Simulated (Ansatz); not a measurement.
**doublet SnNH4Cl+ at 6 levels**

We compute a comparison of 6 runs (U-r2SCAN0/def2-SVP, UBLYP/def2-SVP, UHSE06/def2-SVP, UPBE/def2-SVP, UMP2/def2-SVP, UCCSD/def2-SVP) of doublet SnNH4Cl+. 

The calculation is run with Ansatz 0.2.0.

59 further runs of the same task are left out: 1 that didn't finish, 58 set aside as unsound or not needed.

### Step 1. The system as given

The species is SnNH4Cl+ (7 atoms), meant as a doublet with charge +1. As SMILES of the parent species, `[NH2][SnH2][Cl]`. The shape is that of a PBE0-D4/def2-TZVP optimisation. This is one conformer, not always the lowest. That shape belongs to the parent species and isn't relaxed for this state.

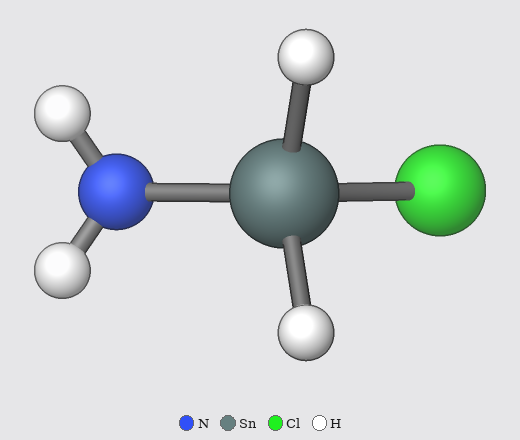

Viewed from a chosen angle; nitrogen blue, tin teal, chlorine green, hydrogen white.

### Step 2. A single-point energy at U-r2SCAN0/def2-SVP (core potential) (run 1)

Input file job.yaml:

```yaml
crystal:
  periodic: [false, false, false]
  atoms:
    - symbol: N
      position_ang: [-0.972800, -0.020100, -0.835200]
    - symbol: Sn
      position_ang: [0.562300, 0.041400, 0.449100]
    - symbol: Cl
      position_ang: [0.846400, -2.133500, 1.251000]
    - symbol: H
      position_ang: [-1.803500, 0.485500, -0.566500]
    - symbol: H
      position_ang: [-0.756400, 0.165200, -1.803000]
    - symbol: H
      position_ang: [0.172800, 0.976800, 1.814600]
    - symbol: H
      position_ang: [2.012400, 0.416800, -0.355700]
basis:
  gaussian: {orbitals: def2-SVP}
total_charge: 1
magnetization: {spin_polarized: true, initial_magnetization: 1}
hamiltonian: {xc: {name: r2SCAN0}}
accuracy: high
output: {orbitals: {seedname: orbitals}}
```

The run is started by

```
$ ansatz run job.yaml --threads 1 --pin off --max-ram 3480MiB --events-out events.jsonl --progress --plain --runs-dir runs
```

Standard output:

```text
Warning: RAYON_NUM_THREADS=1 ignored (pool sized by the plan → 1); use --threads N
Functional definition: r2SCAN0
  name "r2SCAN0"
  parameter a = 0.25
  parameter k0 = 0.174
  parameter k1 = 0.065
  parameter a1 = 4.9479
  exchange = (1 - a)*r2scan_x(k0 = k0, k1 = k1, a1 = a1) + a*exact_x
  correlation = r2scan_c
1810 factors; integrals over basis functions are off by at most 3.6e-9 eV
mean field evaluation 1: about -19881.2854 eV, gradient 5.1e1 eV
mean field evaluation 2: about -19830.0144 eV, gradient 9.0e1 eV
mean field evaluation 4: about -19891.1040 eV, gradient 2.4e1 eV
mean field evaluation 8: about -19894.6113 eV, gradient 2.5e-1 eV
mean field evaluation 16: about -19894.7231 eV, gradient 4.0e-3 eV
mean field evaluation 32: about -19894.7231 eV, gradient 1.5e-7 eV
mean field -19894.72314364 eV, -731.1175904010 hartree, gradient 3.8e-8 eV, S^2 0.757306; 3 other end points of the search recorded, 0 dependent functions left out
reference -19894.72314579 eV, -731.1175904800 hartree; 25, 24 occupied and 53, 54 virtual orbitals, 1810 factors
Total energy: -19894.72314579 eV, -731.1175904800 hartree
```

It took 15 s on 1 thread of AMD EPYC 9R45 (Zen 5), shared host; peak memory 0.53 GiB.

### Step 3. A single-point energy at UBLYP/def2-SVP (core potential) (run 2)

Input file run.yaml:

```yaml
crystal:
  periodic: [false, false, false]
  atoms:
    - {symbol: "N", position_ang: [-0.972800, -0.020100, -0.835200]}
    - {symbol: Sn, position_ang: [0.562300, 0.041400, 0.449100]}
    - {symbol: Cl, position_ang: [0.846400, -2.133500, 1.251000]}
    - {symbol: H, position_ang: [-1.803500, 0.485500, -0.566500]}
    - {symbol: H, position_ang: [-0.756400, 0.165200, -1.803000]}
    - {symbol: H, position_ang: [0.172800, 0.976800, 1.814600]}
    - {symbol: H, position_ang: [2.012400, 0.416800, -0.355700]}
basis:
  gaussian:
    orbitals: def2-SVP
total_charge: 1
magnetization:
  spin_polarized: true
  initial_magnetization: 1
hamiltonian:
  xc: {name: BLYP}
accuracy: high
output:
  orbitals: {seedname: orbitals}
```

The run is started by

```
$ ansatz run run.yaml --threads 1 --pin off --max-ram 3480MiB --events-out events.jsonl --progress --plain --runs-dir runs
```

Standard output:

```text
Warning: RAYON_NUM_THREADS=1 ignored (pool sized by the plan → 1); use --threads N
Functional definition: BLYP
  name "BLYP"
  parameter beta = 0.0042
  parameter a = 0.04918
  parameter b = 0.132
  parameter c = 0.2533
  parameter d = 0.349
  exchange = b88_x(beta = beta)
  correlation = lyp_c(a = a, b = b, c = c, d = d)
1810 factors; integrals over basis functions are off by at most 3.6e-9 eV
mean field evaluation 1: about -19874.0759 eV, gradient 6.5e1 eV
mean field evaluation 2: about -19779.2161 eV, gradient 1.1e2 eV
mean field evaluation 4: about -19886.9262 eV, gradient 3.0e1 eV
mean field evaluation 8: about -19889.7774 eV, gradient 1.9e1 eV
mean field evaluation 16: about -19893.0503 eV, gradient 4.0e-1 eV
mean field evaluation 32: about -19893.0780 eV, gradient 6.3e-6 eV
mean field evaluation 64: about -19893.0780 eV, gradient 5.9e-5 eV
mean field -19893.07804397 eV, -731.0571341034 hartree, gradient 3.8e-8 eV, S^2 0.754291; 8 other end points of the search recorded, 0 dependent functions left out
reference -19893.07809741 eV, -731.0571360671 hartree; 25, 24 occupied and 53, 54 virtual orbitals, 1810 factors
Total energy: -19893.07809741 eV, -731.0571360671 hartree
```

Wall time 11 s (1 thread of AMD EPYC 9R45 (Zen 5), shared host); peak memory 0.28 GiB.

Runs 3 to 5 aren't shown in full; the table further down has their settings and results.

### Step 4. A single-point energy at UCCSD/def2-SVP (core potential) (run 6)

Input file molecule.yaml:

```yaml
crystal:
  periodic: [false, false, false]
  atoms:
    - {symbol: N, position_ang: [-0.972800, -0.020100, -0.835200]}
    - {symbol: Sn, position_ang: [0.562300, 0.041400, 0.449100]}
    - {symbol: Cl, position_ang: [0.846400, -2.133500, 1.251000]}
    - {symbol: H, position_ang: [-1.803500, 0.485500, -0.566500]}
    - {symbol: H, position_ang: [-0.756400, 0.165200, -1.803000]}
    - {symbol: H, position_ang: [0.172800, 0.976800, 1.814600]}
    - {symbol: H, position_ang: [2.012400, 0.416800, -0.355700]}
basis:
  gaussian: {orbitals: def2-SVP}
total_charge: 1
magnetization: {spin_polarized: true, initial_magnetization: 1}
correlation: {method: ccsd, frozen_orbitals: {Cl: 5, H: 0, "N": 1, Sn: 4}}
accuracy: high
scf: {omitted_lower_state_checks: [cluster_reference, increment]}
```

The run is started by

```
$ ansatz run molecule.yaml --threads 1 --pin off --max-ram 3480MiB --events-out events.jsonl --progress --plain --runs-dir runs
```

Standard output:

```text
Warning: RAYON_NUM_THREADS=1 ignored (pool sized by the plan → 1); use --threads N
[... 14 lines left out ...]
10 core orbitals not correlated: weight in the atoms' cores, before any rotation towards them, 1.000 or more for the frozen orbitals, at most 0.000 for the correlated occupied ones
[... 31 lines left out ...]
Total energy: -19852.76374285 eV, -729.5756108631 hartree
Checks for a lower state left out: cluster_reference, increment
```

Wall time 25 s (1 thread of AMD EPYC 9R45 (Zen 5), shared host); peak memory 0.71 GiB.

### Step 5. All runs side by side

| run | level | frozen core orbitals | energy (Eh) | HOMO energy (eV) | ⟨S²⟩ | wall time |
| --- | --- | --- | --- | --- | --- | --- |
| 1 | U-r2SCAN0/def2-SVP (core potential) | – | -731.117590 | -13.40 | 0.757 | 15 s |
| 2 | UBLYP/def2-SVP (core potential) | – | -731.057136 | -12.38 | 0.754 | 11 s |
| 3 | UHSE06/def2-SVP (core potential) | – | -730.910774 | -12.88 | 0.756 | 14 s |
| 4 | UPBE/def2-SVP (core potential) | – | -730.875129 | -12.55 | 0.754 | 11 s |
| 5 | UMP2/def2-SVP (core potential) | 10 | -729.529366 | – | 0.759 | 3.9 s |
| 6 | UCCSD/def2-SVP (core potential) | 10 | -729.575611 | – | 0.759 | 25 s |

### Step 6. Summary of results

| quantity | value |
| --- | --- |
| run 6: total energy | -729.57561 Eh |
| run 6: correlation energy (10 core orbitals frozen) | -422.6 mEh |
| run 6: ⟨S²⟩ of the reference determinant | 0.759 |
| run 6: T1 diagnostic | 0.016 |

In words: Totals of different functionals can't be ranked against each other. All runs together took 81 s, the longest 25 s.
